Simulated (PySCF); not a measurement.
# TaH4: structure of the doublet

The task is one start of a wider search on TaH4: the doublet, from a PBE0 minimum start. It is relaxed, tested by its Hessian and followed downhill if it is a saddle.

The runs use PySCF 2.14.0; PBE0, basis Ta def2-TZVP with ECP60, H def2-TZVP, scalar-relativistic core potentials, no spin–orbit coupling, density fitting.

### 1 Starting geometry

5 atoms, charge 0, spin multiplicity 2.

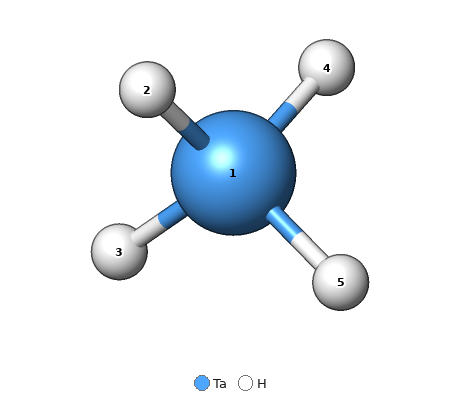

The starting geometry (tantalum blue, hydrogen white); atoms are numbered from 1 in the order of the file.

```xyz
5
charge 0 multiplicity 2
Ta    0.0000    0.0000    0.0000
H     1.4169    0.0000    1.0618
H    -1.4169    0.0000    1.0618
H     0.0000    1.4169   -1.0618
H     0.0000   -1.4168   -1.0618
```

### 2 The SCF at the typed geometry

The steps below are one call of a driver around PySCF. For each, scf.py gives the equivalent set-up of the SCF; relaxations use the driver's own optimiser. After this first run the driver tries any further starts and a stability analysis.

Input file scf.py:

```python
from pyscf import gto, scf, dft
mol = gto.M(atom='''
Ta    -0.000000     0.000000     0.000000
H      1.416859    -0.000034     1.061808
H     -1.416859    -0.000001     1.061808
H      0.000017     1.416877    -1.061785
H     -0.000017    -1.416842    -1.061832''',
    basis={'Ta': 'def2-TZVP', 'H': 'def2-TZVP'},
    ecp={'Ta': 'def2-TZVP'},
    charge=0, spin=1)
mf = dft.UKS(mol, xc='PBE0')
mf.grids.atom_grid = (50, 194)
aux = {'Ta': 'def2-universal-JKFIT', 'H': 'def2-universal-JKFIT'}
mf = mf.density_fit(auxbasis=aux)
mf.conv_tol = 1e-08
mf.diis_space = 10
mf.max_cycle = 60
mf.init_guess = 'minao'
mf.verbose = 4
mf.kernel()
```

Launch:

```console
$ OMP_NUM_THREADS=2 python axn.py task.json out
```

The program printed:

```text
init E= -40.2953938081864
[... the frontier-level lines of each cycle are left out ...]
cycle= 1 E= -59.1244691440524  delta_E= -18.8  |g|= 0.486  |ddm|= 3.48
cycle= 2 E= -59.0520019780652  delta_E= 0.0725  |g|= 0.566  |ddm|= 1.23
cycle= 3 E= -59.2659733034246  delta_E= -0.214  |g|= 0.0219  |ddm|= 0.696
cycle= 4 E= -59.2664627494868  delta_E= -0.000489  |g|= 0.00489  |ddm|= 0.0357
cycle= 5 E= -59.266498303726  delta_E= -3.56e-05  |g|= 0.00131  |ddm|= 0.00976
cycle= 6 E= -59.2665050977994  delta_E= -6.79e-06  |g|= 0.000529  |ddm|= 0.00508
cycle= 7 E= -59.2665061697484  delta_E= -1.07e-06  |g|= 6.56e-05  |ddm|= 0.00255
cycle= 8 E= -59.2665061860419  delta_E= -1.63e-08  |g|= 1.04e-05  |ddm|= 0.000356
cycle= 9 E= -59.2665061863119  delta_E= -2.7e-10  |g|= 2.17e-06  |ddm|= 4.16e-05
Extra cycle  E= -59.2665061863252  delta_E= -1.32e-11  |g|= 1.11e-06  |ddm|= 5.77e-06
converged SCF energy = -59.2665061863252  <S^2> = 0.75471657  2S+1 = 2.004711
```

This step, with its further starts and checks, needed 13 s of wall time on 2 threads of Arm Neoverse N1, shared host.

Energies from each starting density:

```csv
start,energy (Eh)
the minimal-basis guess,-59.266506
a thermally smeared density,-59.266506
a smeared PBE density,-59.268381
```

The first run landed in a state that is too high. Following the other starts and the instabilities gains 4.9 kJ/mol (-59.26838 Eh), and the work goes on from there.

### 3 Relaxation: PBE0 minimum start, doublet

The program finds D2d symmetry in the start, which this walk keeps. The walk stops when the largest gradient is under 0.0003 Eh/bohr and the energy has settled too.

scf.py, as its differences from that of step 2:

```diff
@@ -3 +3 @@
-Ta    -0.000000     0.000000     0.000000
+Ta     0.000000     0.000000    -0.000000
@@ -18 +17,0 @@
-mf.init_guess = 'minao'
```

Steps of the walk:

```csv
step,energy (Eh),change (kJ/mol),largest symmetric gradient (Eh/bohr)
0,-59.268381,0.00,0.00003
```

The walk took 1.6 s.

After 0 steps and 0.0 kJ/mol it ends at D2d: Ta–H 1.771 Å (×4); H–Ta–H 106.3° (×2), H–Ta–H 111.1° (×4).

### 4 Vibrations and properties at this point

On the finer grid the gradient is checked again; gradients at displacements of ±0.02 bohr then give force constants and infrared intensities.

scf.py, as its differences from that of step 3:

```diff
@@ -3 +3 @@
-Ta     0.000000     0.000000    -0.000000
+Ta     0.000000     0.000000     0.000000
@@ -12 +12 @@
-mf.grids.atom_grid = (50, 194)
+mf.grids.atom_grid = (75, 302)
@@ -15 +15 @@
-mf.conv_tol = 1e-08
+mf.conv_tol = 1e-10
```

The driver hands on the density of the step before, so the log starts near convergence.

Log of the central SCF (cycles and frontier levels):

```text
init E= -59.2684386865712
[... the frontier-level lines of each cycle are left out ...]
cycle= 1 E= -59.2684386865705  delta_E= 7.11e-13  |g|= 3.65e-06  |ddm|= 7.01e-06
Extra cycle  E= -59.2684386865631  delta_E= 7.42e-12  |g|= 5.14e-06  |ddm|= 9.25e-06
converged SCF energy = -59.2684386865631  <S^2> = 0.75721584  2S+1 = 2.0072029
```

The whole step took 30 s.

Geometry: D2d; Ta–H 1.771 Å (×4); H–Ta–H 106.3° (×2), H–Ta–H 111.1° (×4).

Modes, for the most abundant isotopes:

| symmetry | ω (cm⁻¹) | IR (km/mol) | μ (u) | type |
| --- | --- | --- | --- | --- |
| b1 | 486 | 0.0 | 1.01 | bend |
| b2 | 498 | 161 | 1.02 | bend |
| e | 534 | 328 | 1.02 | bend |
| a1 | 712 | 0.0 | 1.01 | bend |
| e | 1850 | 608 | 1.02 | stretch |
| b2 | 1861 | 426 | 1.02 | stretch |
| a1 | 1908 | 0.0 | 1.01 | stretch |

All wavenumbers are real: a minimum.

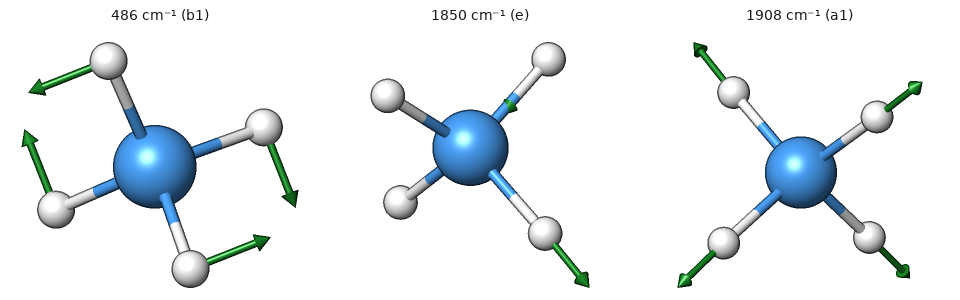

Displacements of 3 of the modes, as arrows (one member where a mode is degenerate).

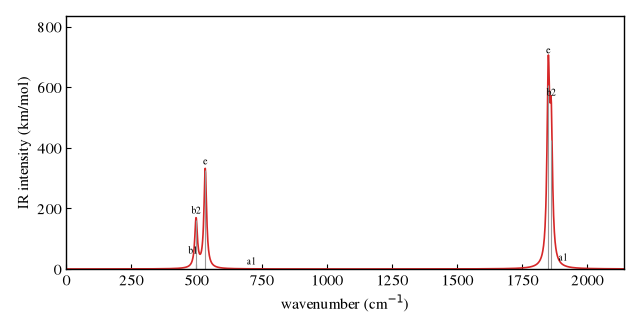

The harmonic infrared spectrum (widths in cm⁻¹). Lines are broadened to a width of 12 cm⁻¹ (Lorentzian).

Constants and moments:

```yaml
Dipole_moment: 0.00 D
Highest_occupied_level: -5.76 eV
Lowest_empty_level: -3.01 eV
Rotational_constants: 2.083, 1.962, 1.962 cm⁻¹
Zero-point_energy: 61.2 kJ/mol
Principal_polarisabilities: 45.4, 51.2, 51.2 bohr³
Atomisation_energy_without_zero-point_energy: 1159 kJ/mol
Principal_traceless_quadrupole_moments_about_the_centre_of_mass: -0.24, -0.24, 0.47 D Å
Entropy_at_298.15_K_and_1_bar_electronic_part_spin_only: 255.1 J/(mol K)
Heat_capacity_Cp_at_298.15_K: 57.4 J/(mol K)
Enthalpy_at_298.15_K_above_0_K: 12.47 kJ/mol
Rotational_symmetry_number: 4
Spin_squared_⟨S²⟩: 0.757
```

Charges (e) and bond orders:

| atom | Mulliken | Löwdin | polar tensor | spin (Mulliken) | Mayer order to Ta1 |
| --- | --- | --- | --- | --- | --- |
| Ta1 | 0.58 | 0.48 | 1.36 | 1.17 | – |
| H2,3,4,5 | -0.14 | -0.12 | -0.34 | -0.04 | 0.98 |

Mulliken populations on Ta1 (outside its core potential): s 2.87, p 6.42, d 3.10, f 0.03.

### 5 Summary of results

| quantity | value |
| --- | --- |
| minimum | doublet, D2d |
| geometry | Ta–H 1.771 Å (×4); H–Ta–H 106.3° (×2), H–Ta–H 111.1° (×4) |
| wavenumbers (cm⁻¹) | 486 (b1), 498 (b2), 534 (e), 712 (a1), 1850 (e), 1861 (b2), 1908 (a1) |
| dipole moment | 0.00 D |
| highest occupied, lowest empty level (either spin) | -5.76, -3.01 eV |
| polar-tensor charge of Ta1 | +1.36 e |
| zero-point energy | 61.2 kJ/mol |
| entropy at 298.15 K | 255.1 J/(mol K) |
| atomisation energy (no zero-point energy) | 1159 kJ/mol |
| ⟨S²⟩ | 0.757 |

In words: The molecule stays D2d, as typed, and the end point is a minimum. The strongest infrared band lies at 1850 cm⁻¹ (e, stretch). Ta1 has a polar-tensor charge of +1.4 e (a dipole derivative, not a static charge), yet symmetry cancels the bond dipoles. Most of the spin sits on Ta1 (Mulliken spin 1.17, against 1 for the whole molecule). The first SCF alone would have been 5 kJ/mol too high. Other starts or spin states, not run here, may lie lower. One determinant may miss the lowest occupation of an open d or f shell. Spin–orbit coupling, left out here, can matter for elements this heavy.

The search up to here took 45 s.
